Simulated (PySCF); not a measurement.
C2H5BO, SMILES BCC=O at its PBE0/def2-SVP optimised geometry (Å):

```
9

B      1.4256    -0.7936     1.1568
C      0.7543     0.0074     0.0000
C     -0.7439     0.0074     0.0000
O     -1.4256     0.9956     0.0000
H      2.5597    -0.5475     1.4904
H      0.8423    -1.7168     1.6778
H      1.1570     1.0150    -0.1777
H      1.0892    -0.6413    -0.8453
H     -1.2081    -1.0150     0.0260
```

Method: PySCF with PBE0/def2-TZVP. Cells within 0.4 Å of a nucleus heavier than hydrogen are left out (blank, or x).

Map of the HOMO−1 amplitude (bohr^(-3/2)) on the plane z = 1.5 Å; orbital energy -9.73 eV, overall sign arbitrary:

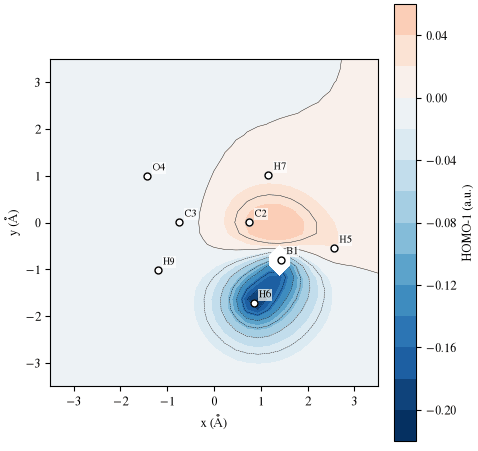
Fig. 1. HOMO−1 amplitude (bohr^(-3/2)) on the plane z = 1.5 Å.
